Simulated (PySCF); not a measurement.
# C2H2F2OTi (SMILES C#[C][Ti]([OH])([F])[F]) at 3 levels

We compute a comparison of 3 runs (HF/6-31G**, B3LYP/def2-SVP, PBE0/def2-SVP) of C2H2F2OTi. The job is set up through a Python script.

The results are computed with PySCF 2.14.0.

1 further run of the same task is left out (set aside as unsound or not needed).

## Step 1: The system as given

C2H2F2OTi has 8 atoms, charge 0, and is taken as a singlet. As SMILES, `C#[C][Ti]([OH])([F])[F]`. The shape is that of a PBE0-D4/def2-TZVP optimisation. This is one conformer, not always the lowest.

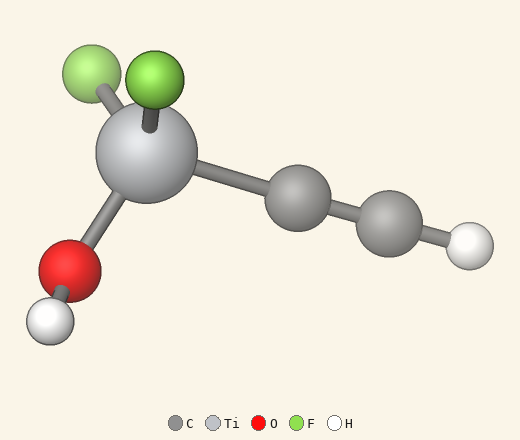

Viewed from a chosen angle; carbon grey, titanium light grey, oxygen red, fluorine green, hydrogen white.

## Step 2: Energy and gradient at HF/6-31G(d,p) (spherical functions) (run 1)

File run.py:

```python
from pyscf import gto

molecule = gto.M(
    atom='''
C        1.390800      -1.352800      -1.371000
C        0.781700      -0.555600      -0.688200
Ti      -0.200100       0.795400       0.450900
O       -1.850300       0.211200       0.648400
F       -0.201100       2.344200      -0.360300
F        0.613600       0.882700       1.994400
H        1.928600      -2.051200      -1.972400
H       -2.370900      -0.331100       1.242500
''',
    basis='6-31g**',
    charge=0,
    max_memory=1860,
    verbose=4,
)

mf = molecule.RHF()
mf.conv_tol = 1e-10
mf.kernel()
if not mf.converged:
    mf = mf.newton().run(mf.mo_coeff, mf.mo_occ)

etot = mf.e_tot
print('Final energy', etot)
grad = mf.nuc_grad_method().kernel()
dip = mf.dip_moment()
pop, q = mf.mulliken_pop()
```

Started as:

```bash
$ OMP_NUM_THREADS=1 python run.py
```

Log:

```text
PySCF version 2.14.0

[... 70 lines left out ...]
converged SCF energy = -1199.10581789598
Final energy -1199.1058178959845
[... 11 lines left out ...]
Dipole moment(X, Y, Z, Debye): -0.93102, -2.32543,  0.37948
[... 123 lines left out ...]
charge of    7H =      0.39071
```

It took 28 s on 1 thread of Intel Xeon at 2.70GHz, shared host; peak memory 0.28 GiB.

## Step 3: Energy and gradient at B3LYP/def2-SVP (run 2)

File job.py:

```python
import pyscf.grad
from pyscf import gto, dft

system = gto.M(
    atom='''
C      2.628231    -2.556422    -2.590815
C      1.477199    -1.049932    -1.300510
Ti    -0.378134     1.503088     0.852078
O     -3.496560     0.399110     1.225298
F     -0.380024     4.429896    -0.680868
F      1.159536     1.668061     3.768870
H      3.644526    -3.876206    -3.727296
H     -4.480352    -0.625688     2.347985
''',
    max_memory=1860,
    verbose=3,
    unit='bohr',
    basis='def2-svp',
)

calc0 = dft.RKS(system, xc='b3lyp')
calc0.grids.level = 5
calc0.conv_tol = 1e-10
calc0.kernel()
if not calc0.converged:
    calc0 = calc0.newton().run(calc0.mo_coeff, calc0.mo_occ)

e_tot = calc0.e_tot
print('Final energy', e_tot)
grad = calc0.Gradients().kernel()
calc0.analyze()
```

Started as:

```bash
$ OMP_NUM_THREADS=1 python job.py
```

Log:

```text
converged SCF energy = -1201.56311661728
[... 25 lines left out ...]
MO #16  energy= -1.11920398160439  occ= 2
[... 18 lines left out ...]
MO #35  energy= -0.0541560388360858 occ= 0
[... 18 lines left out ...]
MO #54  energy= 0.636699709128592  occ= 0
[... 18 lines left out ...]
MO #73  energy= 1.394286690416     occ= 0
[... 18 lines left out ...]
MO #92  energy= 2.23680326720306   occ= 0
[... 18 lines left out ...]
MO #111 energy= 3.72438050163528   occ= 0
[... 9 lines left out ...]
Dipole moment(X, Y, Z, Debye): -1.17807, -2.04482,  0.53307
```

It took 59 s on 1 thread of Intel Xeon at 2.70GHz, shared host; peak memory 1.1 GiB.

## Step 4: Energy and forces at PBE0/def2-SVP (run 3)

File input.py:

```python
import pyscf.grad
from pyscf import gto, dft

system = gto.M(
    atom='''
C    1.390800  -1.352800  -1.371000
C    0.781700  -0.555600  -0.688200
Ti  -0.200100   0.795400   0.450900
O   -1.850300   0.211200   0.648400
F   -0.201100   2.344200  -0.360300
F    0.613600   0.882700   1.994400
H    1.928600  -2.051200  -1.972400
H   -2.370900  -0.331100   1.242500
''',
    max_memory=1860,
    basis='def2-svp',
    verbose=3,
    spin=0,
    charge=0,
)

mf = dft.RKS(system)
mf.xc = 'pbe0'
mf.grids.level = 5
mf.conv_tol = 1e-10
mf.kernel()
if not mf.converged:
    mf = mf.newton().run(mf.mo_coeff, mf.mo_occ)

energy = mf.e_tot
print('E = %.10f Eh' % energy)
grad = mf.Gradients().kernel()
mf.analyze()
```

Started as:

```bash
$ OMP_NUM_THREADS=1 python input.py
```

Log:

```text
converged SCF energy = -1200.97306937005
[... 25 lines left out ...]
MO #16  energy= -1.14981356763606  occ= 2
[... 18 lines left out ...]
MO #35  energy= -0.0462035458697079 occ= 0
[... 18 lines left out ...]
MO #54  energy= 0.650168611794008  occ= 0
[... 18 lines left out ...]
MO #73  energy= 1.41736738674157   occ= 0
[... 18 lines left out ...]
MO #92  energy= 2.25757798067329   occ= 0
[... 18 lines left out ...]
MO #111 energy= 3.74649722549758   occ= 0
[... 9 lines left out ...]
Dipole moment(X, Y, Z, Debye): -1.16958, -2.08559,  0.51802
```

Run time: 59 s. Hardware: 1 thread of Intel Xeon at 2.70GHz, shared host; peak memory 1.1 GiB.

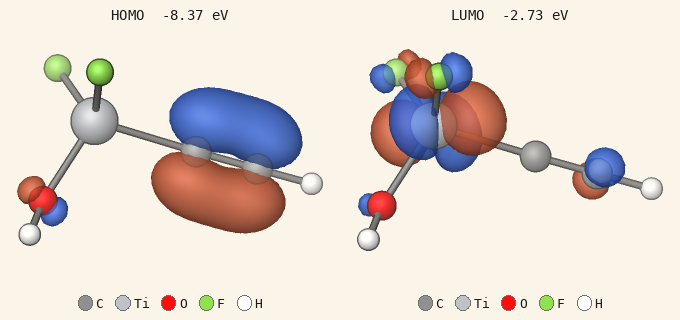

Frontier orbitals of this run, surfaces at ±0.2 Å^-3/2.

## Step 5: Overview of the runs

```
run                             level  integration grid   energy (Eh)  dipole moment (D)  HOMO energy (eV)  LUMO energy (eV)  wall time
  1  HF/6-31G** (spherical functions)                 –  -1199.105818               2.53            -10.95              1.51       28 s
  2                    B3LYP/def2-SVP                 5  -1201.563117               2.42             -8.04             -2.91       59 s
  3                     PBE0/def2-SVP                 5  -1200.973069               2.45             -8.37             -2.73       59 s
```

## Step 6: Results

| quantity | value |
| --- | --- |
| run 3: total energy | -1200.97307 Eh |
| run 3: dipole moment | 2.45 D |
| run 3: HOMO energy | -8.37 eV |
| run 3: LUMO energy | -2.73 eV |
| run 3: HOMO–LUMO gap | 5.64 eV |
| run 3: largest force on an atom | 1.269 eV/Å |

**Reading.** The dipole moment (its size) runs from 2.42 D (B3LYP/def2-SVP) to 2.53 D (HF/6-31G**). The two ends differ in method and basis. The HOMO–LUMO gap runs from 5.12 eV (B3LYP/def2-SVP) to 12.46 eV (HF/6-31G**). Totals of different functionals can't be ranked against each other. All runs together took 2.4 min, the longest 59 s.
